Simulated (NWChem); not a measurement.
# the pair CClF3···C2H2, step by step

We compute the energy (singlet C3H2ClF3, TPSS-D3(0)/6-31G*), then the energy (singlet CClF3, TPSS-D3(0)/6-31G*), then a single-point energy (singlet C2H2, TPSS-D3(0)/6-31G*), then the energy (singlet CClF3, TPSS-D3(0)/6-31G*), then a single-point energy (singlet C2H2, TPSS-D3(0)/6-31G*) of C3H2ClF3 and its partners. 

Program for the calculation: NWChem 7.3.0.

## Step 1: Starting point

C3H2ClF3: 9 atoms, total charge 0, spin state singlet. The two molecules were placed rigidly side by side, at 0.8 times their contact distance; the pair isn't optimised.

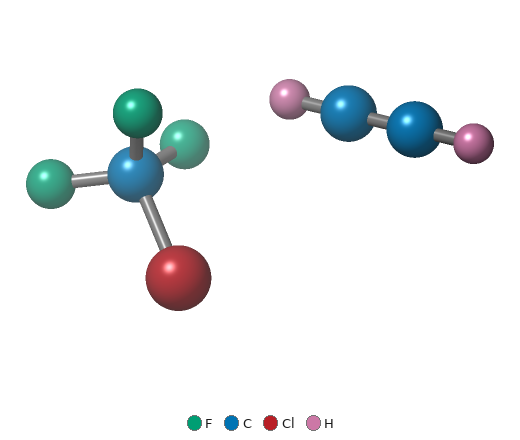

The structure, seen from a chosen angle (fluorine teal, carbon blue, chlorine red, hydrogen pink).

## Step 2: A single-point energy at TPSS-D3(0)/6-31G(d) (spherical functions) (run 1)

Contents of sp.nw:

```
start sp
title "C3H2ClF3 energy"
memory total 2200 mb
charge 0

geometry units angstrom noautosym nocenter noautoz
  F     0.203720    0.033840    1.334380
  C    -0.012180   -0.067760    0.034380
  F    -1.259580   -0.459860   -0.158820
  F     0.801720   -0.984260   -0.460220
  Cl    0.266320    1.478040   -0.749720
  C    -2.624040    2.995350    1.956900
  C    -2.272880    1.895770    1.639920
  H    -2.936440    3.973410    2.238900
  H    -1.960470    0.917710    1.357920
end

basis spherical bse
  * library 6-31G*
end

dft
  xc xtpss03 ctpss03
  disp vdw 3
  grid fine
  convergence energy 1e-08
  iterations 100
  mulliken
  print low
end

task dft energy
```

Launch:

```sh
nwchem sp.nw > sp.out
```

The program printed:

```text
[...]
 d= 0,ls=0.0,diis     1   -874.9284382453 -1.25D+03  2.08D-02  2.19D+00     2.7
[...]
 d= 0,ls=0.0,diis    12   -875.1823792658 -7.66D-10  7.93D-08  1.05D-10    28.5
         Total DFT energy =     -875.182379265821
      One electron energy =    -1946.626933344174
           Coulomb energy =      776.713123470042
    Exchange-Corr. energy =      -76.724613839818
 Nuclear repulsion energy =      371.460258245356
    Dispersion correction =       -0.004213797228
[...]
      Total Density - Mulliken Population Analysis
     ---------------------------------------------
    Atom       Charge   Shell Charges
 -----------   ------   -------------------------------------------------------
    1 F    9     9.23   2.00  0.95  3.30  1.03  1.94  0.02
    2 C    6     5.29   2.00  0.69  1.81  0.20  0.41  0.18
    3 F    9     9.23   2.00  0.94  3.31  1.03  1.93  0.02
    4 F    9     9.23   2.00  0.95  3.30  1.02  1.94  0.02
    5 Cl  17    16.99   2.00  2.00  5.97  1.42  3.64  0.52  1.41  0.03
    6 C    6     6.26   2.00  0.69  2.00  0.59  0.96  0.02
    7 C    6     6.16   2.00  0.69  2.00  0.54  0.91  0.02
    8 H    1     0.80   0.52  0.28
    9 H    1     0.81   0.52  0.29
[...]
```

Run time: 29 s. Hardware: 1 thread of Intel Xeon Platinum 8488C (Sapphire Rapids), shared host; peak memory 0.12 GiB.

## Step 3: CClF3: a single-point energy at TPSS-D3(0)/6-31G(d) (spherical functions) (run 2)

Contents of mymol.nw:

```
start mymol
title "CClF3 energy"
memory stack 880 mb heap 220 mb global 1100 mb

geometry units angstrom noautosym nocenter noautoz
  F        0.203720       0.033840       1.334380
  C       -0.012180      -0.067760       0.034380
  F       -1.259580      -0.459860      -0.158820
  F        0.801720      -0.984260      -0.460220
  Cl       0.266320       1.478040      -0.749720
end

basis spherical bse
  * library 6-31G*
end

dft
  xc xtpss03 ctpss03
  mult 1
  disp vdw 3
  grid fine
  convergence energy 1e-08
  maxiter 100
  mulliken
  print low
end

task dft energy
```

Launch:

```sh
nwchem mymol.nw > mymol.out
```

The program printed:

```text
[...]
 d= 0,ls=0.0,diis     1   -797.6178279404 -1.05D+03  2.74D-02  1.99D+00     1.3
[...]
 d= 0,ls=0.0,diis     8   -797.8450438663 -2.46D-09  6.88D-06  3.53D-07     8.0
         Total DFT energy =     -797.845043866327
      One electron energy =    -1604.001340580259
           Coulomb energy =      620.109550211686
    Exchange-Corr. energy =      -65.181042666393
 Nuclear repulsion energy =      251.228643374385
    Dispersion correction =       -0.000854205746
[...]
      Total Density - Mulliken Population Analysis
     ---------------------------------------------
    Atom       Charge   Shell Charges
 -----------   ------   -------------------------------------------------------
    1 F    9     9.23   2.00  0.95  3.30  1.02  1.94  0.02
    2 C    6     5.29   2.00  0.70  1.81  0.19  0.42  0.18
    3 F    9     9.23   2.00  0.95  3.30  1.02  1.94  0.02
    4 F    9     9.23   2.00  0.95  3.30  1.02  1.94  0.02
    5 Cl  17    17.01   2.00  2.00  5.97  1.42  3.64  0.52  1.43  0.03
[...]
```

Run time: 8.7 s. Hardware: 1 thread of Intel Xeon Platinum 8488C (Sapphire Rapids), shared host; peak memory 0.12 GiB.

## Step 4: C2H2: a single-point energy at TPSS-D3(0)/6-31G(d) (spherical functions) (run 3)

Contents of job.nw:

```
start job
memory stack 880 mb heap 220 mb global 1100 mb
geometry units angstrom noautosym nocenter noautoz
 C       -2.624040       2.995350       1.956900
 C       -2.272880       1.895770       1.639920
 H       -2.936440       3.973410       2.238900
 H       -1.960470       0.917710       1.357920
end
basis spherical bse
 * library 6-31G*
end
dft
 xc xtpss03 ctpss03
 disp vdw 3
 grid fine
 convergence energy 1e-08
 iterations 100
 mulliken
 print low
end
task dft
```

Launch:

```sh
nwchem job.nw > job.out
```

The program printed:

```text
[...]
 d= 0,ls=0.0,diis     1    -77.3128610794 -1.02D+02  1.60D-02  1.72D-01     0.3
[...]
 d= 0,ls=0.0,diis     7    -77.3361033176  2.11D-09  2.37D-06  2.13D-08     1.4
         Total DFT energy =      -77.336103317647
      One electron energy =     -152.168495690153
           Coulomb energy =       61.528584417821
    Exchange-Corr. energy =      -11.541271884232
 Nuclear repulsion energy =       24.845318719187
    Dispersion correction =       -0.000238880271
[...]
      Total Density - Mulliken Population Analysis
     ---------------------------------------------
    Atom       Charge   Shell Charges
 -----------   ------   -------------------------------------------------------
    1 C    6     6.20   2.00  0.69  2.00  0.56  0.93  0.02
    2 C    6     6.20   2.00  0.69  2.00  0.56  0.93  0.02
    3 H    1     0.80   0.52  0.28
    4 H    1     0.80   0.52  0.28
[...]
```

Run time: 2 s. Hardware: 1 thread of Intel Xeon Platinum 8488C (Sapphire Rapids), shared host; peak memory 0.11 GiB.

## Step 5: CClF3 among ghost functions: the energy at TPSS-D3(0)/6-31G(d) (spherical functions, with ghost functions) (run 4)

Contents of nw.nw:

```
start nw
memory stack 880 mb heap 220 mb global 1100 mb
charge 0

geometry units au noautosym nocenter noautoz
  F      0.38497501     0.06394833     2.52161275
  C     -0.02301686    -0.12804784     0.06496878
  F     -2.38026123    -0.86900946    -0.30012630
  F      1.51503123    -1.85998184    -0.86968976
  Cl     0.50327186     2.79309080    -1.41676547
  bqC     -4.958717     5.660391     3.698005
  bqC     -4.295121     3.582486     3.099000
  bqH     -5.549067     7.508657     4.230908
  bqH     -3.704751     1.734221     2.566097
end

basis spherical bse
  F library 6-31G*
  C library 6-31G*
  Cl library 6-31G*
  bqC library C 6-31G*
  bqH library H 6-31G*
end

dft
  xc xtpss03 ctpss03
  mult 1
  disp vdw 3
  grid fine
  convergence energy 1e-08
  iterations 100
  mulliken
  noprint "final vectors analysis"
end

task dft
```

Launch:

```sh
nwchem nw.nw > nw.out
```

The program printed:

```text
[...]
          Wavefunction type:  closed shell.
          No. of atoms     :     9
          No. of electrons :    50
[...]
          Charge           :     0
          Spin multiplicity:     1
[...]
          AO basis - number of functions:   106
[...]
              XC Information
              --------------
                  TPSS metaGGA Exchange Functional  1.000
             TPSS03 metaGGA Correlation Functional  1.000
[...]
 d= 0,ls=0.0,diis     1   -797.6202475308 -1.05D+03  1.95D-02  1.99D+00     2.6
[...]
 d= 0,ls=0.0,diis     8   -797.8479204045  1.37D-09  4.98D-06  4.28D-07    17.8
         Total DFT energy =     -797.847920404485
      One electron energy =    -1603.921329596255
           Coulomb energy =      620.018827504414
    Exchange-Corr. energy =      -65.173189243343
 Nuclear repulsion energy =      251.228625136890
    Dispersion correction =       -0.000854206191
[...]
      Total Density - Mulliken Population Analysis
     ---------------------------------------------
    Atom       Charge   Shell Charges
 -----------   ------   -------------------------------------------------------
    1 F    9     9.23   2.00  0.94  3.30  1.03  1.94  0.02
    2 C    6     5.28   2.00  0.69  1.81  0.19  0.40  0.18
    3 F    9     9.22   2.00  0.95  3.30  1.03  1.93  0.02
    4 F    9     9.23   2.00  0.95  3.30  1.02  1.94  0.02
    5 Cl  17    17.01   2.00  2.00  5.97  1.42  3.64  0.52  1.42  0.03
    6 X    0    -0.00  -0.00 -0.00 -0.00  0.00 -0.00 -0.00
    7 X    0    -0.01  -0.00 -0.00 -0.00  0.00 -0.01  0.00
    8 X    0     0.00  -0.00  0.00
    9 X    0     0.03  -0.00  0.03
[...]
```

Wall time 19 s (1 thread of Intel Xeon Platinum 8488C (Sapphire Rapids), shared host); peak memory 0.12 GiB.

## Step 6: C2H2 among ghost functions: the energy at TPSS-D3(0)/6-31G(d) (spherical functions, with ghost functions) (run 5)

Contents of sp.nw:

```
START sp
TITLE "C2H2"
memory 2200 mb

GEOMETRY units bohr noautosym nocenter noautoz
C   -4.95871694   5.66039115   3.69800505
C   -4.29512071   3.58248610   3.09899967
H   -5.54906738   7.50865668   4.23090782
H   -3.70475138   1.73422056   2.56609690
bqF      0.384975     0.063948     2.521613
bqC     -0.023017    -0.128048     0.064969
bqF     -2.380261    -0.869009    -0.300126
bqF      1.515031    -1.859982    -0.869690
bqCl     0.503272     2.793091    -1.416765
END

BASIS "ao basis" spherical bse
C library 6-31G*
H library 6-31G*
bqF library F 6-31G*
bqC library C 6-31G*
bqCl library Cl 6-31G*
END

DFT
xc xtpss03 ctpss03
disp vdw 3
grid fine
convergence energy 1e-08
maxiter 100
mulliken
print low
END

TASK dft energy
```

Launch:

```sh
nwchem sp.nw > sp.out
```

The program printed:

```text
[...]
 d= 0,ls=0.0,diis     1    -77.3134244365 -1.02D+02  4.86D-03  1.72D-01     2.1
[...]
 d= 0,ls=0.0,diis     8    -77.3366633302  1.14D-11  8.88D-08  1.65D-10    16.4
         Total DFT energy =      -77.336663330153
      One electron energy =     -152.157904211656
           Coulomb energy =       61.515981358181
    Exchange-Corr. energy =      -11.539818544244
 Nuclear repulsion energy =       24.845316947908
    Dispersion correction =       -0.000238880342
[...]
      Total Density - Mulliken Population Analysis
     ---------------------------------------------
    Atom       Charge   Shell Charges
 -----------   ------   -------------------------------------------------------
    1 C    6     6.25   2.00  0.69  2.00  0.59  0.96  0.02
    2 C    6     6.17   2.00  0.69  2.00  0.54  0.91  0.02
    3 H    1     0.79   0.52  0.27
    4 H    1     0.78   0.52  0.26
    5 X    0     0.00   0.00  0.00 -0.00 -0.00  0.00 -0.00
    6 X    0     0.00  -0.00 -0.00 -0.00  0.00  0.00 -0.00
    7 X    0    -0.00   0.00 -0.00 -0.00  0.00 -0.00 -0.00
    8 X    0    -0.00  -0.00 -0.00 -0.00  0.00 -0.00 -0.00
    9 X    0     0.00  -0.00 -0.00  0.00 -0.00 -0.00  0.00  0.00  0.00
[...]
```

Wall time 17 s (1 thread of Intel Xeon Platinum 8488C (Sapphire Rapids), shared host); peak memory 0.12 GiB.

## Step 7: Summary of results

```
                                                                                                                 quantity          value
                                                                                   run 1, TPSS-D3(0)/6-31G*: total energy  -875.18238 Eh
                                                                              run 1, TPSS-D3(0)/6-31G*: dispersion energy  -11.06 kJ/mol
                                                                                                      CClF3: total energy  -797.84504 Eh
                                                                                                 CClF3: dispersion energy   -2.24 kJ/mol
                                                                                                       C2H2: total energy   -77.33610 Eh
                                                                                                  C2H2: dispersion energy   -0.63 kJ/mol
                                                                                CClF3 among ghost functions: total energy  -797.84792 Eh
                                                                               CClF3 among ghost functions: dipole moment         0.16 D
                                                                           CClF3 among ghost functions: dispersion energy   -2.24 kJ/mol
                                                                                 C2H2 among ghost functions: total energy   -77.33666 Eh
                                                                            C2H2 among ghost functions: dispersion energy   -0.63 kJ/mol
              interaction energy of the rigid parts CClF3 and C2H2 (parts in their own basis; closest atoms 2.17 Å apart)      -0.034 eV
interaction energy of the rigid parts CClF3 and C2H2 (parts in the whole basis, counterpoise; closest atoms 2.17 Å apart)       0.060 eV
```

What this shows: The interaction energy of the rigid parts CClF3 and C2H2 (parts in their own basis; closest atoms 2.17 Å apart) is −0.03 eV (−3.2 kJ/mol). Without counterpoise this holds the superposition error of the basis. The interaction energy of the rigid parts CClF3 and C2H2 (parts in the whole basis, counterpoise; closest atoms 2.17 Å apart) is 0.06 eV (5.8 kJ/mol): the parts repel at this shape. The basis-set superposition error is 9.0 kJ/mol. It is larger than the uncorrected attraction, which is thus an artefact of the basis. Mulliken charges (CClF3) run from -0.23 on F1 to +0.71 on C2; they depend strongly on the basis.
